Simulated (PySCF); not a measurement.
Si(Cl)(F)(GeH3)2, SMILES F[Si](Cl)([GeH3])[GeH3] (H₆ClFGe₂Si) at its PBE0/def2-SVP optimised geometry (Å):

```
11

F      1.9483    -1.4936     0.0000
Si     0.3171    -1.4936     0.0000
Cl    -0.2876    -2.3524    -1.7904
Ge    -0.4107     0.7756     0.0000
Ge    -0.4131    -2.9104     1.7721
H     -1.9483     0.8137    -0.0431
H      0.0726     1.4909     1.2744
H      0.1536     1.4936    -1.2369
H      0.1735    -4.3186     1.5812
H     -1.9496    -2.9890     1.7544
H      0.0437    -2.3431     3.1283
```

Computed with PBE0/def2-TZVP in PySCF.

Map of the electrostatic potential (hartree/e), clipped to [-0.08, 0.12] on the plane z = 1.0 Å:

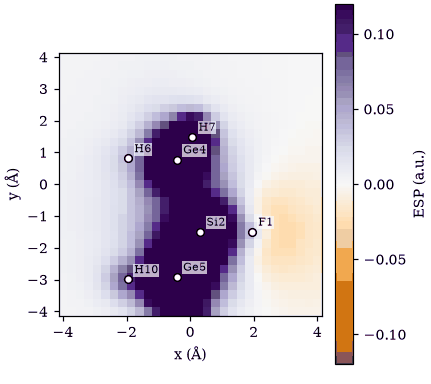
Figure: Electrostatic potential (hartree/e), clipped to [-0.08, 0.12] on the plane z = 1.0 Å.
